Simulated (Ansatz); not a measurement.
# V wire along [100], 5 atoms a period: bands along the axis

What gap, if any, does the V wire along [100], 5 atoms a period have, and how many channels would it open?

Method: DFT PBE, plane waves, PAW; relaxation of a wire's period; PAW set soft_1, in the first sound run; inputs show where later runs differ, in Ansatz 0.2.0.

### 1. Set-up

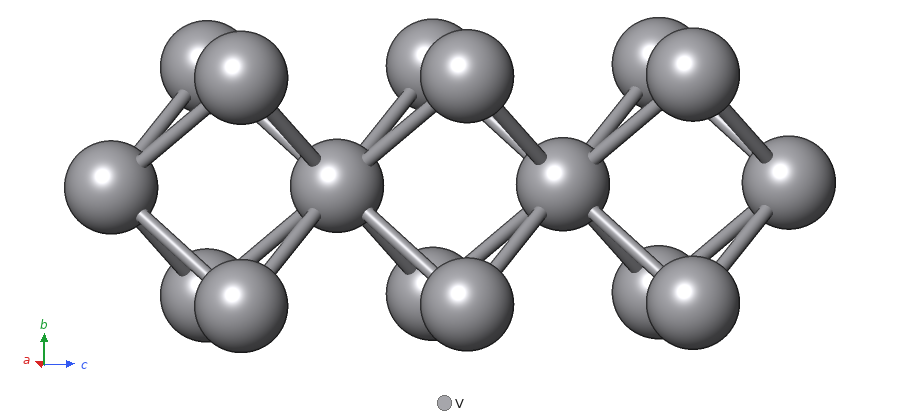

The cell as given, from the side, with the c axis across the page (vanadium grey). 1×1×3 cells are drawn. Some periodic images of atoms are drawn too.

The cell holds 5 atoms: 5 V. Cell: a = 9.790 Å, b = 9.790 Å, c = 2.990 Å, α = 90.0°, β = 90.0°, γ = 90.0°. Vacuum lies along a and b. The structure's axis is c.

Structure file:

```cif
data_structure
_symmetry_space_group_name_H-M 'P 1'
_symmetry_Int_Tables_number 1
_cell_length_a 9.7900
_cell_length_b 9.7900
_cell_length_c 2.9900
_cell_angle_alpha 90.000
_cell_angle_beta 90.000
_cell_angle_gamma 90.000
_cell_volume 286.57
loop_
_atom_site_label
_atom_site_type_symbol
_atom_site_fract_x
_atom_site_fract_y
_atom_site_fract_z
_atom_site_occupancy
V1 V 0.50000 0.50000 0.00000 1
V2 V 0.34729 0.34729 0.50000 1
V3 V 0.34729 0.65271 0.50000 1
V4 V 0.65271 0.34729 0.50000 1
V5 V 0.65271 0.65271 0.50000 1
```

### 2. The relaxed wire

Band widths follow the bond lengths, so the wire is relaxed first. The atoms and the third cell vector are free; the box across stays fixed as vacuum. A Fermi-Dirac smearing is set since the result may be a metal. The pressure printed is a third of the stress's trace over the whole box, vacuum included; only the stress along the axis is relaxed.

Input file input.yaml:

```yaml
crystal:
  lattice:
    - [9.79, 0.0, 0.0]
    - [0.0, 9.79, 0.0]
    - [0.0, 0.0, 2.99]
  atoms:
    - { symbol: V, position: [0.5, 0.5, 0.0] }
    - { symbol: V, position: [0.347293156, 0.347293156, 0.5] }
    - { symbol: V, position: [0.347293156, 0.652706844, 0.5] }
    - { symbol: V, position: [0.652706844, 0.347293156, 0.5] }
    - { symbol: V, position: [0.652706844, 0.652706844, 0.5] }
kpoints:
  mp_grid: { grid: [1, 1, 27] }
scf:
  occupations: { method: fermi_dirac, width: 0.05 }
hamiltonian:
  xc: pbe
  pseudopotentials: { kind: paw, azcp: { folder: soft_1 } }
relax:
  cell: { fix: [a, b, alpha, beta, gamma] }
  max_steps: 45
  f_tol: 0.03
```

On the command line:

```console
$ ansatz run input.yaml --threads 4 --pin off --max-ram 16384MiB --backend cpu --events-out ev --progress --plain --runs-dir out
```

Numbers of over 12 decimals in the logs are rounded to 6 here.

The log of the run:

```text
Engine: ansatz 0.2.0, x86_64-unknown-linux-gnu
Pseudopotentials: kind: paw
Pseudopotential: V, paw, valence charge 13, recommended cutoff 420 eV (normal), soft_1/V.paw.azcp
Functional definition: PBE
  parameter kappa = 0.804
  parameter beta = 0.066725
  exchange = pbe_x(kappa = kappa, mu = beta*pi^2/3)
  correlation = pbe_c(beta = beta)
Crystal: 5 atoms, lattice volume = 286.574 Å³
Basis set: ecut = 420 eV, 5509 PW (Γ), exchange–correlation on 144×144×40 points (8 copies of the dense FFT grid, shifted against one another)
Bands: 39, of which v1, the nominal top of the filled ones, is band 33 counted from 1 (32 counted from 0)
Symmetry: 16 space group operations
Space group: P4/mmm (ITA 123), of the structure as read, at distance tolerance 6.6e-5 Å
k-points: 14 of 27
Non-local potential: V, projectors of the file, l = 0: 3, l = 1: 2, l = 2: 3, l = 3: 1
PAW form: soft (Blöchl's): semilocal exchange-correlation on the pseudo side does not see the compensation charge
PAW one-centre angular grid: V, 590 points (default); XC on 64 Gauss nodes
Initial density: superposition of atomic densities (neutral atoms: chi_scale 0, normalization atom)
Initial wavefunctions: pseudopotential atomic-orbital guess
Functional: x = pbe(κ = 0.804, μ = 0.219515), c = pbe(β = 0.066725)
SCF iter   1: F=—  HF=-14560.020870 eV  |F-HF|=—  |Δ(HF+E_count)|=         —  Δρ=9.09e-2  dr2=9.55e1  ethr=3.10e-3  ⟨swp⟩=7.3  Hψ=2159  notcnv=0
preconditioner: auto → LDOS  [metal: Δε(μ)=0.004 eV  Ē_g=2.603 eV  σ=0.050 eV  W_gap=0.02  n_scr=38 (ndim 8)  ℏωp=11.0 eV  f_vac=0.477  D(μ)=23.26/eV (n_scr^D=246)  β→1.0]
SCF iter   2: F=—  HF=-14551.307016 eV  |F-HF|=—  |Δ(HF+E_count)|=    8.71e0  Δρ=6.76e-2  dr2=8.89e0  ethr=3.10e-3  ⟨swp⟩=5.7  Hψ=2031  notcnv=0
SCF iter   3: F=—  HF=-14550.666862 eV  |F-HF|=—  |Δ(HF+E_count)|=   6.40e-1  Δρ=3.69e-2  dr2=4.43e0  ethr=3.10e-3  ⟨swp⟩=3.9  Hψ=1491  notcnv=0  defer=1
SCF iter   4: F=—  HF=-14550.293138 eV  |F-HF|=—  |Δ(HF+E_count)|=   3.74e-1  Δρ=1.04e-2  dr2=7.59e-1  ethr=3.10e-3  ⟨swp⟩=2.3  Hψ=1027  notcnv=0
SCF iter   5: F=—  HF=-14550.296240 eV  |F-HF|=—  |Δ(HF+E_count)|=   3.10e-3  Δρ=3.81e-3  dr2=4.00e-2  ethr=1.17e-3  ⟨swp⟩=2.4  Hψ=766  notcnv=0
SCF iter   6: F=—  HF=-14550.312123 eV  |F-HF|=—  |Δ(HF+E_count)|=   1.59e-2  Δρ=1.86e-3  dr2=8.48e-3  ethr=6.15e-5  ⟨swp⟩=3.6  Hψ=979  notcnv=0
SCF iter   7: F=—  HF=-14550.313408 eV  |F-HF|=—  |Δ(HF+E_count)|=   1.29e-3  Δρ=5.27e-4  dr2=1.14e-3  ethr=1.30e-5  ⟨swp⟩=2.3  Hψ=726  notcnv=0
SCF iter   8: F=—  HF=-14550.314098 eV  |F-HF|=—  |Δ(HF+E_count)|=   6.90e-4  Δρ=2.09e-4  dr2=3.17e-4  ethr=1.76e-6  ⟨swp⟩=2.4  Hψ=748  notcnv=0
SCF iter   9: F=—  HF=-14550.314219 eV  |F-HF|=—  |Δ(HF+E_count)|=   1.21e-4  Δρ=9.47e-5  dr2=2.86e-5  ethr=4.88e-7  ⟨swp⟩=2.5  Hψ=758  notcnv=0
SCF iter  10: F=—  HF=-14550.314444 eV  |F-HF|=—  |Δ(HF+E_count)|=   2.25e-4  Δρ=3.93e-5  dr2=8.77e-6  ethr=4.40e-8  ⟨swp⟩=3.2  Hψ=836  notcnv=0
SCF iter  11: F=—  HF=-14550.314449 eV  |F-HF|=—  |Δ(HF+E_count)|=   4.79e-6  Δρ=1.95e-5  dr2=1.38e-6  ethr=1.35e-8  ⟨swp⟩=2.6  Hψ=762  notcnv=0
SCF iter  12: F=—  HF=-14550.314450 eV  |F-HF|=—  |Δ(HF+E_count)|=   7.00e-7  Δρ=5.87e-6  dr2=1.31e-7  ethr=2.12e-9  ⟨swp⟩=2.3  Hψ=755  notcnv=0
SCF iter  13: F=-14550.314453 eV  HF=-14550.314453 eV  |F-HF|=8.48e-9  |Δ(HF+E_count)|=   2.78e-6  Δρ=2.39e-6  dr2=1.61e-8  ethr=1.54e-10  ⟨swp⟩=6.6  Hψ=1981  notcnv=0
SCF 1 converged in 13 iterations: F = -14550.314453 eV  dr2 = 1.61e-8
  Residual-converged pass: ⟨swp⟩=1.1  Hψ=603  notcnv=0  max |occ|·‖R‖ = 4.7e-6 eV (tolerance 6.7e-6 eV)  dr2=1.61e-8  dr2_onsite=1.76e-9  max |Δocc| = 1.4e-8
  greatest PAW one-centre occupation: 1.000 electrons in one spin orbital (limit 2), on the V atom at site 0 (counted from 0), in its partial waves of l = 0
relax step   1: F+E_penalty+E_count = -14550.31445274 eV  Δ(F+E_penalty+E_count) = +0.000e0 eV  max|allowed force component| = 1.826e0 eV/Å  Δτ_max = 0.0000 Å  P = -6.466 GPa  Ω = 286.574 Å³  fix = [a, b, alpha, beta, gamma]  reactions: a -6.254, b -6.254 GPa  (13 SCF iters, dr2 threshold 1.00e-7 eV, accepted)
Crystal: 5 atoms, lattice volume = 279.939 Å³
Basis set: ecut = 420 eV, 5421 PW (Γ), exchange–correlation on 144×144×40 points (8 copies of the dense FFT grid, shifted against one another)
Initial density: handed on by an earlier stage of this run
Initial wavefunctions: those handed on with the density
SCF iter   1: F=—  HF=-14553.109693 eV  |F-HF|=—  |Δ(HF+E_count)|=         —  Δρ=4.68e-2  dr2=1.58e1  ethr=3.10e-3  ⟨swp⟩=11.6  Hψ=2630  notcnv=0
preconditioner: auto → LDOS  [metal: Δε(μ)=0.040 eV  Ē_g=2.336 eV  σ=0.050 eV  W_gap=0.20  n_scr=36 (ndim 8)  ℏωp=11.1 eV  f_vac=0.565  D(μ)=19.83/eV (n_scr^D=218)  β→1.0]
SCF iter   2: F=—  HF=-14552.465447 eV  |F-HF|=—  |Δ(HF+E_count)|=   6.44e-1  Δρ=4.25e-2  dr2=6.96e0  ethr=3.10e-3  ⟨swp⟩=3.7  Hψ=1100  notcnv=0
SCF iter   3: F=—  HF=-14551.961225 eV  |F-HF|=—  |Δ(HF+E_count)|=   5.04e-1  Δρ=6.07e-3  dr2=9.06e-2  ethr=3.10e-3  ⟨swp⟩=2.5  Hψ=901  notcnv=0
SCF iter   4: F=—  HF=-14551.999390 eV  |F-HF|=—  |Δ(HF+E_count)|=   3.82e-2  Δρ=1.88e-3  dr2=1.13e-2  ethr=1.39e-4  ⟨swp⟩=2.6  Hψ=842  notcnv=0
SCF iter   5: F=—  HF=-14552.003394 eV  |F-HF|=—  |Δ(HF+E_count)|=   4.00e-3  Δρ=1.02e-3  dr2=2.77e-3  ethr=1.74e-5  ⟨swp⟩=2.3  Hψ=899  notcnv=0
SCF iter   6: F=—  HF=-14552.005411 eV  |F-HF|=—  |Δ(HF+E_count)|=   2.02e-3  Δρ=6.24e-4  dr2=1.22e-3  ethr=4.25e-6  ⟨swp⟩=2.0  Hψ=792  notcnv=0
SCF iter   7: F=—  HF=-14552.005867 eV  |F-HF|=—  |Δ(HF+E_count)|=   4.56e-4  Δρ=2.92e-4  dr2=1.25e-4  ethr=1.88e-6  ⟨swp⟩=2.0  Hψ=700  notcnv=0
SCF iter   8: F=—  HF=-14552.006142 eV  |F-HF|=—  |Δ(HF+E_count)|=   2.75e-4  Δρ=1.05e-4  dr2=2.84e-5  ethr=1.92e-7  ⟨swp⟩=2.1  Hψ=733  notcnv=0
SCF iter   9: F=—  HF=-14552.006172 eV  |F-HF|=—  |Δ(HF+E_count)|=   2.97e-5  Δρ=3.50e-5  dr2=3.08e-6  ethr=4.37e-8  ⟨swp⟩=2.1  Hψ=742  notcnv=0
SCF iter  10: F=—  HF=-14552.006175 eV  |F-HF|=—  |Δ(HF+E_count)|=   2.93e-6  Δρ=1.19e-5  dr2=5.84e-7  ethr=7.69e-10  ⟨swp⟩=5.5  Hψ=1915  notcnv=0
SCF iter  11: F=-14552.006175 eV  HF=-14552.006175 eV  |F-HF|=8.96e-9  |Δ(HF+E_count)|=   4.21e-7  Δρ=4.10e-6  dr2=5.89e-8  ethr=7.69e-10  ⟨swp⟩=4.9  Hψ=1683  notcnv=0
SCF 2 converged in 11 iterations: F = -14552.006175 eV  dr2 = 5.89e-8
relax step   2: F+E_penalty+E_count = -14552.00617517 eV  Δ(F+E_penalty+E_count) = -1.692e0 eV  max|allowed force component| = 7.185e-1 eV/Å  Δτ_max = 0.1941 Å  P = -2.457 GPa  Ω = 279.939 Å³  energy of the carried Pulay correction = +8.388e-4 eV  fix = [a, b, alpha, beta, gamma]  reactions: a -2.372, b -2.372 GPa  (11 SCF iters, dr2 threshold 5.00e-7 eV, accepted)
Crystal: 5 atoms, lattice volume = 276.464 Å³
Basis set: ecut = 420 eV, 5373 PW (Γ), exchange–correlation on 144×144×40 points (8 copies of the dense FFT grid, shifted against one another)
SCF iter   1: F=—  HF=-14552.702645 eV  |F-HF|=—  |Δ(HF+E_count)|=         —  Δρ=3.45e-2  dr2=8.02e0  ethr=3.10e-3  ⟨swp⟩=11.3  Hψ=2366  notcnv=0
preconditioner: auto → LDOS  [metal: Δε(μ)=0.009 eV  Ē_g=2.552 eV  σ=0.050 eV  W_gap=0.04  n_scr=36 (ndim 8)  ℏωp=11.2 eV  f_vac=0.585  D(μ)=17.42/eV (n_scr^D=186)  β→1.0]
SCF iter   2: F=—  HF=-14552.132864 eV  |F-HF|=—  |Δ(HF+E_count)|=   5.70e-1  Δρ=2.16e-2  dr2=1.05e0  ethr=3.10e-3  ⟨swp⟩=3.0  Hψ=943  notcnv=0
SCF iter   3: F=—  HF=-14552.066172 eV  |F-HF|=—  |Δ(HF+E_count)|=   6.67e-2  Δρ=4.44e-3  dr2=4.59e-2  ethr=1.61e-3  ⟨swp⟩=2.1  Hψ=1038  notcnv=0
SCF iter   4: F=—  HF=-14552.080588 eV  |F-HF|=—  |Δ(HF+E_count)|=   1.44e-2  Δρ=1.86e-3  dr2=8.01e-3  ethr=7.06e-5  ⟨swp⟩=2.6  Hψ=927  notcnv=0
SCF iter   5: F=—  HF=-14552.085033 eV  |F-HF|=—  |Δ(HF+E_count)|=   4.44e-3  Δρ=9.58e-4  dr2=2.21e-3  ethr=1.23e-5  ⟨swp⟩=2.3  Hψ=890  notcnv=0
SCF iter   6: F=—  HF=-14552.086783 eV  |F-HF|=—  |Δ(HF+E_count)|=   1.75e-3  Δρ=4.77e-4  dr2=5.39e-4  ethr=3.41e-6  ⟨swp⟩=2.0  Hψ=748  notcnv=0
SCF iter   7: F=—  HF=-14552.087349 eV  |F-HF|=—  |Δ(HF+E_count)|=   5.66e-4  Δρ=2.98e-4  dr2=2.10e-4  ethr=8.29e-7  ⟨swp⟩=2.0  Hψ=747  notcnv=0
SCF iter   8: F=—  HF=-14552.087615 eV  |F-HF|=—  |Δ(HF+E_count)|=   2.66e-4  Δρ=8.06e-5  dr2=1.26e-5  ethr=3.23e-7  ⟨swp⟩=2.0  Hψ=718  notcnv=0
SCF iter   9: F=—  HF=-14552.087633 eV  |F-HF|=—  |Δ(HF+E_count)|=   1.75e-5  Δρ=3.52e-5  dr2=3.17e-6  ethr=1.93e-8  ⟨swp⟩=2.1  Hψ=763  notcnv=0
SCF iter  10: F=—  HF=-14552.087634 eV  |F-HF|=—  |Δ(HF+E_count)|=   1.89e-6  Δρ=1.11e-5  dr2=5.05e-7  ethr=7.69e-10  ⟨swp⟩=3.6  Hψ=2038  notcnv=0
SCF iter  11: F=-14552.087635 eV  HF=-14552.087635 eV  |F-HF|=3.04e-8  |Δ(HF+E_count)|=   2.99e-7  Δρ=2.87e-6  dr2=1.76e-8  ethr=7.69e-10  ⟨swp⟩=5.0  Hψ=1690  notcnv=0
SCF 3 converged in 11 iterations: F = -14552.087635 eV  dr2 = 1.76e-8
relax step   3: F+E_penalty+E_count = -14552.08763480 eV  Δ(F+E_penalty+E_count) = -8.146e-2 eV  max|allowed force component| = 6.355e-1 eV/Å  Δτ_max = 0.1285 Å  P = +1.711 GPa  Ω = 276.464 Å³  energy of the carried Pulay correction = +1.286e-3 eV  fix = [a, b, alpha, beta, gamma]  reactions: a +1.725, b +1.725 GPa  (11 SCF iters, dr2 threshold 5.00e-7 eV, accepted)
[...]
relax step   4: F+E_penalty+E_count = -14552.18708662 eV  Δ(F+E_penalty+E_count) = -9.945e-2 eV  max|allowed force component| = 7.316e-2 eV/Å  Δτ_max = 0.0658 Å  P = -0.364 GPa  Ω = 276.264 Å³  energy of the carried Pulay correction = +1.312e-3 eV  fix = [a, b, alpha, beta, gamma]  reactions: a -0.363, b -0.363 GPa  (10 SCF iters, dr2 threshold 5.00e-7 eV, accepted)
[...]
relax step   5: F+E_penalty+E_count = -14552.18928751 eV  Δ(F+E_penalty+E_count) = -2.201e-3 eV  max|allowed force component| = 7.413e-3 eV/Å  Δτ_max = 0.0041 Å  P = -0.138 GPa  Ω = 275.443 Å³  energy of the carried Pulay correction = +1.419e-3 eV  fix = [a, b, alpha, beta, gamma]  reactions: a -0.162, b -0.162 GPa  (7 SCF iters, dr2 threshold 3.35e-7 eV, accepted)
[...]
relax step   6: F+E_penalty+E_count = -14552.18948130 eV  Δ(F+E_penalty+E_count) = -1.938e-4 eV  max|allowed force component| = 2.611e-3 eV/Å  Δτ_max = 0.0005 Å  P = -0.091 GPa  Ω = 274.983 Å³  energy of the carried Pulay correction = +1.478e-3 eV  fix = [a, b, alpha, beta, gamma]  reactions: a -0.132, b -0.132 GPa  (7 SCF iters, dr2 threshold 1.95e-8 eV, accepted)
Initial wavefunctions: pseudopotential atomic-orbital guess (no wavefunctions were taken with the density)
iter 1 solved again at ethr=3.26e-7 eV; its pass at ethr=3.10e-3 eV (dr2=2.12e-4 eV) is discarded
SCF iter   1: F=—  HF=-14552.186787 eV  |F-HF|=—  |Δ(HF+E_count)|=         —  Δρ=5.30e-5  dr2=9.83e-7  ethr=3.26e-7  ⟨swp⟩=5.6  Hψ=4087  notcnv=0
preconditioner: auto → LDOS  [metal: Δε(μ)=0.021 eV  Ē_g=2.176 eV  σ=0.050 eV  W_gap=0.10  n_scr=36 (ndim 8)  ℏωp=11.2 eV  f_vac=0.567  D(μ)=13.96/eV (n_scr^D=142)  β→1.0]
SCF iter   2: F=—  HF=-14552.186933 eV  |F-HF|=—  |Δ(HF+E_count)|=   1.46e-4  Δρ=4.37e-5  dr2=6.73e-6  ethr=1.51e-9  ⟨swp⟩=3.7  Hψ=1230  notcnv=0
SCF iter   3: F=—  HF=-14552.186932 eV  |F-HF|=—  |Δ(HF+E_count)|=   7.60e-7  Δρ=4.10e-5  dr2=6.19e-6  ethr=1.51e-9  ⟨swp⟩=2.9  Hψ=1090  notcnv=0
SCF iter   4: F=—  HF=-14552.186932 eV  |F-HF|=—  |Δ(HF+E_count)|=   5.31e-7  Δρ=9.58e-6  dr2=1.44e-7  ethr=1.51e-9  ⟨swp⟩=2.0  Hψ=961  notcnv=0
SCF iter   5: F=—  HF=-14552.186932 eV  |F-HF|=—  |Δ(HF+E_count)|=   6.19e-8  Δρ=2.37e-6  dr2=1.44e-8  ethr=2.22e-10  ⟨swp⟩=3.0  Hψ=1232  notcnv=0
SCF iter   6: F=—  HF=-14552.186932 eV  |F-HF|=—  |Δ(HF+E_count)|=   2.75e-8  Δρ=1.66e-6  dr2=8.48e-9  ethr=2.22e-11  ⟨swp⟩=2.2  Hψ=781  notcnv=0
SCF iter   7: F=—  HF=-14552.186932 eV  |F-HF|=—  |Δ(HF+E_count)|=   2.64e-9  Δρ=3.21e-7  dr2=4.66e-10  ethr=1.30e-11  ⟨swp⟩=2.0  Hψ=732  notcnv=0
SCF iter   8: F=-14552.186932 eV  HF=-14552.186932 eV  |F-HF|=9.09e-12  |Δ(HF+E_count)|=  4.53e-10  Δρ=1.47e-7  dr2=3.67e-11  ethr=1.00e-12  ⟨swp⟩=4.8  Hψ=2207  notcnv=0
SCF 7 converged in 8 iterations: F = -14552.186932 eV  dr2 = 3.67e-11
relax step   7: F+E_penalty+E_count = -14552.18693174 eV  Δ(F+E_penalty+E_count) = +2.550e-3 eV  max|allowed force component| = 3.327e-3 eV/Å  Δτ_max = 0.0000 Å  P = -0.078 GPa  Ω = 274.983 Å³  fix = [a, b, alpha, beta, gamma]  reactions: a -0.118, b -0.118 GPa  stress off target by 2.76e-3 GPa on what of the cell is left free  SCF on the basis re-selected at this cell (its energy is not comparable with the rows above)  (8 SCF iters)
basis re-selected at this cell: Δ(F+E_penalty+E_count) = +2.550e-3 eV, ΔP = +0.013 GPa vs the last step (what re-selecting the basis moved, of the pressure what is left beyond the Pulay correction that the steps carried, after the strain that the cell walked since its last selection, with what the two solves' SCF thresholds leave and, on support functions, any second-order correction that the steps lacked; it is no m [...]
SCF converged after 8 iterations
Free energy (F): -14552.186932 eV
Harris-Foulkes:  -14552.186932 eV  (|F-HF|=9.09e-12)
Internal energy: -14552.073657 eV  (E = F + TS)
E sigma→0 (E₀):  -14552.130294 eV
Entropy (-TS):   -0.113275 eV (-22.655 meV/atom)
Fermi energy:    1.883797 eV
--- Per-component energies (eV) ---
  E_band       = -1688.736064
  E_kinetic    = 1475.803440
  E_local      = -23125.893769  (includes V_loc(G=0)·N_el)
  E_nonlocal   = 426.008200
  E_hartree    = 10661.872126
  E_xc         = -566.333745
  E_vxc        = -715.529027  (∫ρ·V_xc dr)
  E_paw        = -5634.841357  (= ΣΔE_a)
  E_vpaw       = -1072.874737  (= ΣTr[D̂ρ^β])
  E_aug_tail   = 0.005021  (compensation charges beyond the density's cutoff)
  E_ewald      = 2211.306427
  E_smearing   = -0.113275  (= −TS)
  E_closure    = -0.000000  (closes the sum)
  Σ components = -14552.186932   (vs F -14552.186932, Δ=0.00e0)
--- Forces (eV/Å), atoms counted from 1 ---
  atom   1  V      0.00000000     0.00000000     0.00000000
  atom   2  V     -0.00332677    -0.00332677     0.00000000
  atom   3  V     -0.00332677     0.00332677     0.00000000
  atom   4  V      0.00332677    -0.00332677    -0.00000000
  atom   5  V      0.00332677     0.00332677    -0.00000000
  max |Σ_I F_I| component: 1.30e-18 eV/Å
--- Stress (GPa, compression-positive) ---
       -0.117707       0.000000       0.000000
        0.000000      -0.117707       0.000000
        0.000000       0.000000       0.002757
  P = ⅓ Tr σ = -0.0776 GPa (-0.776 kbar)
--- Relaxed structure (6 steps of the walk, 6 accepted, 1 SCFs on fresh bases) ---
  F+E_penalty+E_count = -14552.18693174 eV   max|allowed force component| = 3.327e-3 eV/Å   (the final SCF, on the basis selected at the relaxed cell)
  cell:  # Å, volume = 274.9825 Å³
    - [9.79, 0, 0]
    - [0, 9.79, 0]
    - [0, 0, 2.869060]
  atoms:
    - { symbol: V, position: [0.5, 0.5, 0] }
    - { symbol: V, position: [0.366105, 0.366105, 0.5] }
    - { symbol: V, position: [0.366105, 0.633895, 0.5] }
    - { symbol: V, position: [0.633895, 0.366105, 0.5] }
    - { symbol: V, position: [0.633895, 0.633895, 0.5] }
```

It took 13 s on 4 threads of AMD EPYC 9R14 (Zen 4), shared host; peak memory 0.77 GiB.

This run has no spin polarisation, although V can carry a moment.

(Continued in part 2 of 2.)

[Logs are printed without paths, hosts, clocks, repeated set-up lines and the standing remarks that a program may print on its own settings, such as how far it seeks lower states.]

[Hosts, paths, dates, database ids (printed as entryN), source tags and the programs' standing remarks are cut or masked in the printed files.]
